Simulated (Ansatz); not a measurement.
## Geometry relaxation of BSiNH₇F (part 1 of 2)

The run: geometry relaxation of BSiNH₇F. Method and program: RKS B3LYP/6-31G* (Ansatz 0.2.0).

It belongs to a series of runs on one base structure; here: end point A relaxed. Figures and captions count atoms from 1; the log counts them from 0 in places.

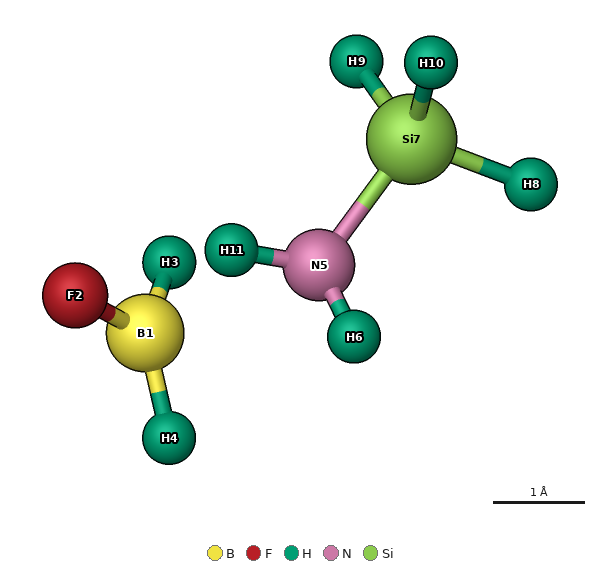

Fig. 1: The input geometry (ball-and-stick view, seen at a tilt; atoms are numbered from 1 in the order of the input).

Input file
```yaml
crystal:
  periodic: [false, false, false]
  atoms:
    - { symbol: B, position_ang: [0.060015, 0.336458, -0.348194] }
    - { symbol: F, position_ang: [-0.701038, 0.840611, 0.621852] }
    - { symbol: H, position_ang: [1.241478, 0.49354, -0.265697] }
    - { symbol: H, position_ang: [-0.49072, -0.117379, -1.306823] }
    - { symbol: "N", position_ang: [-0.134955, -1.865181, 1.278055] }
    - { symbol: H, position_ang: [-0.824364, -2.529767, 0.940074] }
    - { symbol: Si, position_ang: [1.21484, -2.493054, 2.199789] }
    - { symbol: H, position_ang: [1.720548, -3.689015, 1.47543] }
    - { symbol: H, position_ang: [2.263961, -1.443543, 2.265621] }
    - { symbol: H, position_ang: [0.901211, -2.898153, 3.604447] }
    - { symbol: H, position_ang: [-0.617676, -1.025417, 1.643046] }
basis:
  gaussian: { orbitals: "6-31G*" }
hamiltonian:
  xc: b3lyp
relax:
  f_tol: 0.03
  max_steps: 50
output:
  orbitals: {}
```

Hardware: 1 thread of AMD EPYC (Zen 3), 32 GiB of memory available, shared host.

Command:
```bash
ansatz run input.yaml --threads 1 --pin off --max-ram 2048MiB --backend cpu --events-out ev --progress --plain --runs-dir out
```

What the program printed
```
The last accepted step is kept in [file] (removed where the run ends without a failure and the disk answers)
Engine: ansatz 0.2.0, x86_64-unknown-linux-gnu
Functional definition: B3LYP
  parameter a0 = 0.2
  parameter ax = 0.72
  parameter ac = 0.81
  exchange = (1 - a0 - ax)*slater_x + ax*b88_x + a0*exact_x
  correlation = (1 - ac)*vwn_rpa_c + ac*lyp_c
871 factors; integrals over basis functions are off by at most 6.5e-4 eV
mean field evaluation 1: about -12870.5317 eV, gradient 5.5e1 eV
mean field evaluation 2: about -12860.4465 eV, gradient 8.4e1 eV
mean field evaluation 4: about -12876.2798 eV, gradient 3.8e0 eV
mean field evaluation 8: about -12876.3164 eV, gradient 2.0e-2 eV
mean field -12876.31640078 eV, -473.1958998479 hartree, gradient 2.9e-5 eV, S^2 0.000000; 0 other end points of the search recorded, 0 dependent functions left out
the calculation of the forces begins
reference -12876.31665372 eV, -473.1959091432 hartree; 21, 21 occupied and 57, 57 virtual orbitals, 871 factors
relax step   1: F+E_penalty+E_count = -12876.31640078 eV  Δ(F+E_penalty+E_count) = +0.000e0 eV  max|allowed force component| = 8.095e-1 eV/Å  Δτ_max = 0.0000 Å  (24 SCF iters, accepted)
these checks for a lower state are left out or cut short: starts, cluster_reference, orbital_swaps, neighbouring_geometries, increment
871 factors; integrals over basis functions are off by at most 6.3e-4 eV
mean field evaluation 16: about -12876.3232 eV, gradient 1.0e0 eV
mean field -12876.34097247 eV, -473.1968028409 hartree, gradient 5.8e-5 eV, S^2 0.000000; 0 other end points of the search recorded, 0 dependent functions left out
[... from here on the field's lines of each further geometry are left out, up to the last ...]
relax step   2: F+E_penalty+E_count = -12876.34097247 eV  Δ(F+E_penalty+E_count) = -2.457e-2 eV  max|allowed force component| = 1.078e0 eV/Å  Δτ_max = 0.1950 Å  (28 SCF iters, accepted)
relax step   3: F+E_penalty+E_count = -12876.46867839 eV  Δ(F+E_penalty+E_count) = -1.277e-1 eV  max|allowed force component| = 1.185e0 eV/Å  Δτ_max = 0.1981 Å  (26 SCF iters, accepted)
relax step   4: F+E_penalty+E_count = -12876.60763390 eV  Δ(F+E_penalty+E_count) = -1.390e-1 eV  max|allowed force component| = 8.829e-1 eV/Å  Δτ_max = 0.1945 Å  (26 SCF iters, accepted)
relax step   5: F+E_penalty+E_count = -12876.69787443 eV  Δ(F+E_penalty+E_count) = -9.024e-2 eV  max|allowed force component| = 6.945e-1 eV/Å  Δτ_max = 0.1926 Å  (26 SCF iters, accepted)
relax step   6: F+E_penalty+E_count = -12876.74045004 eV  Δ(F+E_penalty+E_count) = -4.258e-2 eV  max|allowed force component| = 2.861e-1 eV/Å  Δτ_max = 0.0764 Å  (24 SCF iters, accepted)
relax step   7: F+E_penalty+E_count = -12876.74238288 eV  Δ(F+E_penalty+E_count) = -1.933e-3 eV  max|allowed force component| = 3.244e-1 eV/Å  Δτ_max = 0.1518 Å  (25 SCF iters, accepted)
relax step   8: F+E_penalty+E_count = -12876.77125436 eV  Δ(F+E_penalty+E_count) = -2.887e-2 eV  max|allowed force component| = 1.997e-1 eV/Å  Δτ_max = 0.0621 Å  (23 SCF iters, accepted)
relax step   9: F+E_penalty+E_count = -12876.77819679 eV  Δ(F+E_penalty+E_count) = -6.942e-3 eV  max|allowed force component| = 3.330e-1 eV/Å  Δτ_max = 0.2000 Å  (25 SCF iters, accepted)
relax step  10: F+E_penalty+E_count = -12876.79295180 eV  Δ(F+E_penalty+E_count) = -1.476e-2 eV  max|allowed force component| = 1.692e-1 eV/Å  Δτ_max = 0.0428 Å  (23 SCF iters, accepted)
relax step  11: F+E_penalty+E_count = -12876.79600684 eV  Δ(F+E_penalty+E_count) = -3.055e-3 eV  max|allowed force component| = 4.861e-2 eV/Å  Δτ_max = 0.0523 Å  (24 SCF iters, accepted)
relax step  12: F+E_penalty+E_count = -12876.79719870 eV  Δ(F+E_penalty+E_count) = -1.192e-3 eV  max|allowed force component| = 2.992e-2 eV/Å  Δτ_max = 0.0258 Å  (23 SCF iters, accepted)
relax step  13: F+E_penalty+E_count = -12876.79935168 eV  Δ(F+E_penalty+E_count) = -2.153e-3 eV  max|allowed force component| = 7.333e-2 eV/Å  Δτ_max = 0.0714 Å  (23 SCF iters, accepted)
relax step  14: F+E_penalty+E_count = -12876.79042572 eV  Δ(F+E_penalty+E_count) = +8.926e-3 eV  max|allowed force component| = 5.831e-1 eV/Å  Δτ_max = 0.1950 Å  (26 SCF iters, rejected (line search))
relax step  15: F+E_penalty+E_count = -12876.80454856 eV  Δ(F+E_penalty+E_count) = -5.197e-3 eV  max|allowed force component| = 5.130e-2 eV/Å  Δτ_max = 0.0974 Å  (23 SCF iters, accepted)
relax step  16: F+E_penalty+E_count = -12876.80788741 eV  Δ(F+E_penalty+E_count) = -3.339e-3 eV  max|allowed force component| = 2.041e-1 eV/Å  Δτ_max = 0.0818 Å  (23 SCF iters, accepted)
relax step  17: F+E_penalty+E_count = -12876.81118296 eV  Δ(F+E_penalty+E_count) = -3.296e-3 eV  max|allowed force component| = 3.416e-1 eV/Å  Δτ_max = 0.1013 Å  (23 SCF iters, accepted)
relax step  18: F+E_penalty+E_count = -12876.81703716 eV  Δ(F+E_penalty+E_count) = -5.854e-3 eV  max|allowed force component| = 2.736e-1 eV/Å  Δτ_max = 0.0605 Å  (23 SCF iters, accepted)
relax step  19: F+E_penalty+E_count = -12876.82250668 eV  Δ(F+E_penalty+E_count) = -5.470e-3 eV  max|allowed force component| = 2.176e-1 eV/Å  Δτ_max = 0.1442 Å  (25 SCF iters, accepted)
relax step  20: F+E_penalty+E_count = -12876.82688763 eV  Δ(F+E_penalty+E_count) = -4.381e-3 eV  max|allowed force component| = 2.899e-2 eV/Å  Δτ_max = 0.0574 Å  (23 SCF iters, accepted)
relax step  21: F+E_penalty+E_count = -12876.82734791 eV  Δ(F+E_penalty+E_count) = -4.603e-4 eV  max|allowed force component| = 4.827e-2 eV/Å  Δτ_max = 0.0448 Å  (23 SCF iters, accepted)
the calculation of the forces begins
reference -12876.82775925 eV, -473.2146919252 hartree; 21, 21 occupied and 57, 57 virtual orbitals, 871 factors
relax step  22: F+E_penalty+E_count = -12876.82752335 eV  Δ(F+E_penalty+E_count) = -1.754e-4 eV  max|allowed force component| = 2.974e-2 eV/Å  Δτ_max = 0.0071 Å  (21 SCF iters, accepted)
```

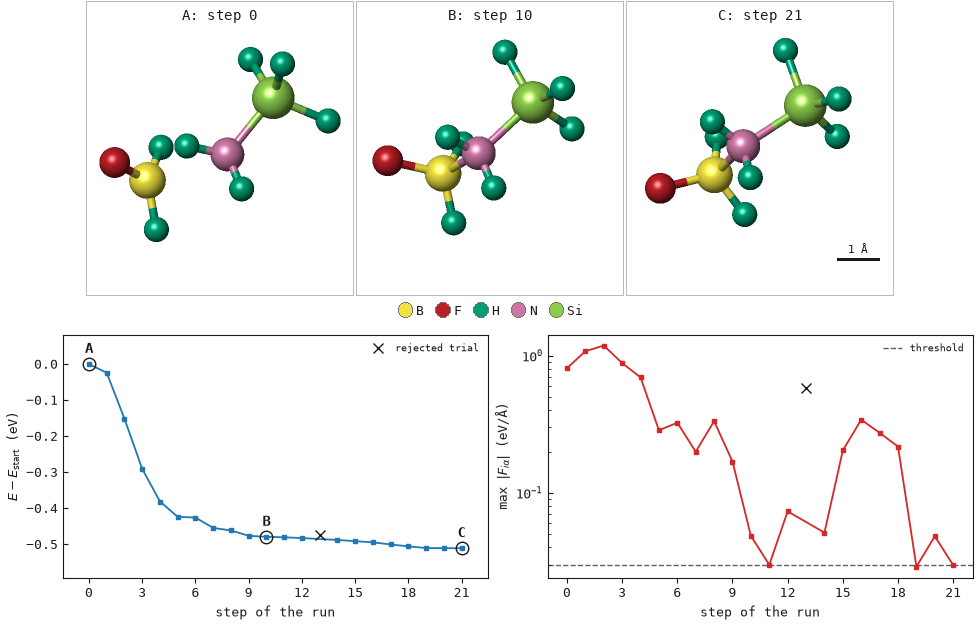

Fig. 2: Frames of the relaxation (ball-and-stick view, seen at a tilt) above the curves, on which the letters mark them (the first geometry is step 0 here and step 1 in the log).

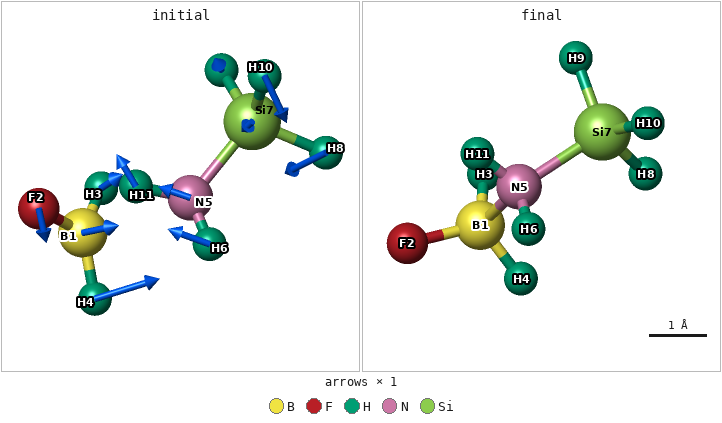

Fig. 3: Before (left) and after (right) the relaxation, at one scale (ball-and-stick view, seen at a tilt). The blue arrows give the displacements, at true length. The atom that moves furthest after the best rigid fit is H4 (1.24 Å). Largest moves by element: H 1.24 Å, B 0.78 Å, F 0.65 Å, N 0.61 Å, Si 0.38 Å. Among the contacts that change: B1–N5 2.744 → 1.712 Å, N5–Si7 1.751 → 1.815 Å, B1–F2 1.332 → 1.392 Å, B1–H3 1.195 → 1.220 Å. New bonds form: B1–N5 (2.74 → 1.71 Å). Among the angles that change: H3–B1–H4 124.1° → 115.1°, N5–Si7–H10 115.5° → 108.5°, Si7–N5–H11 117.7° → 111.8°. The energy falls by 0.511 eV in 21 geometry steps. Largest force component: 0.81 eV/Å at the start, 0.03 eV/Å at the end. The line search rejected the trial step at point 13 (counted from 0) and went back. (Atoms are counted from 1 in the order of the input.)

```
871 factors; integrals over basis functions are off by at most 6.1e-4 eV
mean field -12876.82752335 eV, -473.2146832558 hartree, gradient 2.0e-5 eV, S^2 0.000000; 1 other end points of the search recorded, 0 dependent functions left out
the calculation of the forces begins
reference -12876.82775925 eV, -473.2146919252 hartree; 21, 21 occupied and 57, 57 virtual orbitals, 871 factors
Total energy: -12876.82775925 eV, -473.2146919252 hartree
Atom 0 at     0.126435    -0.362472    -0.004799 Å, force    -0.011058     0.029739    -0.009166 eV/Å
Atom 1 at    -0.862972     0.616909    -0.003473 Å, force     0.026188    -0.027285    -0.000593 eV/Å
Atom 2 at     1.251963     0.053499     0.212878 Å, force    -0.010462    -0.004977    -0.003854 eV/Å
Atom 3 at     0.043245    -1.182952    -0.896003 Å, force    -0.001889     0.005970     0.020592 eV/Å
Atom 4 at    -0.224770    -1.274640     1.400416 Å, force    -0.005734    -0.003047    -0.002030 eV/Å
Atom 5 at    -1.068159    -1.822504     1.221442 Å, force     0.003906     0.000301     0.004005 eV/Å
Atom 6 at     1.201732    -2.272574     1.913387 Å, force     0.001382     0.002769    -0.002597 eV/Å
Atom 7 at     1.825169    -2.828673     0.697575 Å, force    -0.001138     0.000984     0.002262 eV/Å
Atom 8 at     2.100684    -1.368866     2.660324 Å, force    -0.002499    -0.003234     0.000493 eV/Å
Atom 9 at     0.718899    -3.365890     2.795960 Å, force     0.000452     0.002420    -0.002980 eV/Å
Atom 10 at    -0.478926    -0.582738     2.109894 Å, force     0.000852    -0.003638    -0.006130 eV/Å
Dipole moment:    -0.048513    -0.683845     0.841858 e Å
```

Trajectory as extended XYZ (Å, eV, eV/Å), 22 frames, from step=1 to step=22
```
11
Properties=species:S:1:pos:R:3:forces:R:3 step=1 energy=-12876.31640
B     0.0600    0.3365   -0.3482    0.1849  -0.2209  -0.1587
F    -0.7010    0.8406    0.6219   -0.2049   0.2648   0.1713
H     1.2415    0.4935   -0.2657    0.0056  -0.0280   0.0072
H    -0.4907   -0.1174   -1.3068   -0.0052  -0.0349   0.0073
N    -0.1350   -1.8652    1.2781   -0.3355   0.8095   0.1613
H    -0.8244   -2.5298    0.9401    0.0067   0.0056   0.0102
Si    1.2148   -2.4931    2.1998    0.0136  -0.0025   0.0135
H     1.7205   -3.6890    1.4754   -0.0101   0.0223   0.0098
H     2.2640   -1.4435    2.2656   -0.0131  -0.0079  -0.0027
H     0.9012   -2.8982    3.6044    0.0009  -0.0200  -0.0276
H    -0.6177   -1.0254    1.6430    0.3570  -0.7880  -0.1916
11
Properties=species:S:1:pos:R:3:forces:R:3 step=2 energy=-12876.34097
B     0.0625    0.1851   -0.2310   -0.5161   1.0775   0.2732
F    -0.7161    0.9995    0.5702    0.6523  -1.0145  -0.4957
H     1.2448    0.3393   -0.1522    0.0023  -0.2267   0.1688
H    -0.4739   -0.2761   -1.1948   -0.0444  -0.2614   0.1580
N    -0.1313   -1.7897    1.2441   -0.4715   0.7707  -0.2002
H    -0.7876   -2.4553    0.8407    0.0419   0.0962   0.0163
Si    1.2140   -2.4485    2.1517    0.3705  -0.0606   0.1688
H     1.7203   -3.6321    1.4095   -0.0455   0.0479  -0.0387
H     2.2623   -1.4008    2.2419   -0.0220  -0.0295   0.0071
H     0.8944   -2.8874    3.5446   -0.0688   0.0202  -0.0709
H    -0.6562   -1.0249    1.6828    0.1013  -0.4198   0.0132
11
Properties=species:S:1:pos:R:3:forces:R:3 step=3 energy=-12876.46868
B     0.1032    0.0666   -0.1689   -0.7323   0.1870   1.1848
F    -0.6859    0.8871    0.6389    0.7106  -0.5879  -0.8372
H     1.2884    0.1785   -0.0524   -0.0304   0.0746  -0.1184
H    -0.4417   -0.4483   -1.1023    0.0525   0.0815  -0.0446
N    -0.1555   -1.6675    1.2236   -0.6677   0.5456  -0.2838
H    -0.7683   -2.3251    0.7350    0.1127   0.1831   0.1771
Si    1.2013   -2.3677    2.0881    0.5095  -0.1424   0.2971
H     1.6966   -3.5314    1.3077   -0.0496   0.0789  -0.0606
H     2.2507   -1.3251    2.2093   -0.0163  -0.0525   0.0038
H     0.8782   -2.8499    3.4661   -0.0810   0.0371  -0.0992
H    -0.7338   -1.0083    1.7625    0.1920  -0.4052  -0.2191
11
Properties=species:S:1:pos:R:3:forces:R:3 step=4 energy=-12876.60763
B     0.1133   -0.0846   -0.0469   -0.4483  -0.2053   0.8829
F    -0.6508    0.8656    0.6275    0.3255  -0.2601  -0.3518
H     1.3001    0.0343    0.0577    0.0931   0.1329  -0.2621
H    -0.4206   -0.6004   -0.9885    0.1184   0.1520  -0.2606
N    -0.1677   -1.5694    1.1916   -0.8603   0.6643  -0.2477
H    -0.7515   -2.2205    0.6590    0.0681   0.1363   0.2689
Si    1.1991   -2.2992    2.0312    0.7572  -0.2988   0.4210
H     1.6859   -3.4387    1.2098   -0.0651   0.1102  -0.0445
H     2.2514   -1.2659    2.1893   -0.0676  -0.0563  -0.0093
H     0.8515   -2.8234    3.3878   -0.1064   0.0631  -0.1465
H    -0.7774   -0.9888    1.7892    0.1853  -0.4381  -0.2503
11
Properties=species:S:1:pos:R:3:forces:R:3 step=5 energy=-12876.69787
B     0.1308   -0.2438    0.0601   -0.3156   0.3345   0.0817
F    -0.5990    0.8068    0.6221   -0.0130   0.2566  -0.0255
H     1.3236   -0.0700    0.0890    0.1543  -0.0949  -0.1384
H    -0.3672   -0.6868   -0.9482    0.1590  -0.0112  -0.1929
N    -0.1992   -1.4823    1.1934   -0.6945   0.0780   0.1478
H    -0.7638   -2.1422    0.6568   -0.0318  -0.0916   0.2452
Si    1.2101   -2.2346    1.9888    0.6136  -0.3634   0.3460
H     1.6791   -3.3256    1.0932   -0.0415   0.1381   0.0356
H     2.2471   -1.1987    2.1915   -0.0914  -0.0629   0.0213
H     0.8024   -2.8134    3.3043   -0.0170   0.0394  -0.1438
H    -0.8306   -1.0003    1.8567    0.2781  -0.2226  -0.3769
11
Properties=species:S:1:pos:R:3:forces:R:3 step=6 energy=-12876.74045
B     0.1191   -0.2165    0.0287   -0.1511   0.1754   0.1145
F    -0.5857    0.8507    0.5811    0.0188  -0.0457   0.0140
H     1.3189   -0.0721    0.0437    0.0911  -0.1174   0.0134
H    -0.3609   -0.6554   -0.9916    0.0096  -0.1125   0.0170
N    -0.2115   -1.5007    1.2201   -0.1782   0.2861  -0.2314
H    -0.7916   -2.1746    0.7202   -0.0035  -0.0641   0.1050
Si    1.2241   -2.2490    2.0075    0.1526  -0.1352   0.0861
H     1.7059   -3.3012    1.0784   -0.0090   0.0830   0.0330
H     2.2388   -1.2018    2.2429   -0.0517  -0.0225   0.0226
H     0.8007   -2.8615    3.2980    0.0308  -0.0052  -0.0646
H    -0.8244   -1.0086    1.8787    0.0904  -0.0419  -0.1096
```
